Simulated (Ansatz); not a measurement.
The parent structure is Hf3N4 (space group I-43d, No. 220; a = 6.651 Å).

Now apply this change: a negative pressure, −2 GPa.

Level of theory: Ansatz (a quantum-chemistry and plane-wave program), PBEsol, PAW, cutoff 420 eV, scalar-relativistic without spin-orbit coupling.

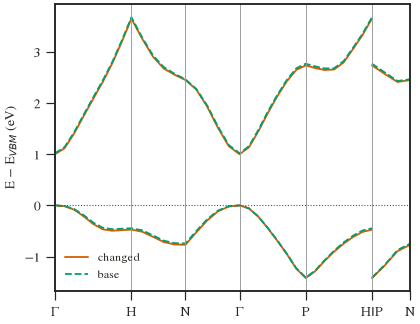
Highest valence and lowest conduction band along the path, each from its own valence-band maximum

Problem. Read the changed gap and its character from the plot.

Solution. About 1.0 eV, direct at Γ.

Spin-orbit coupling, missing from the scalar runs, can matter with Hf. Load acts through the strain it causes; cell and atoms are relaxed under it. No phonon test of stability was made.
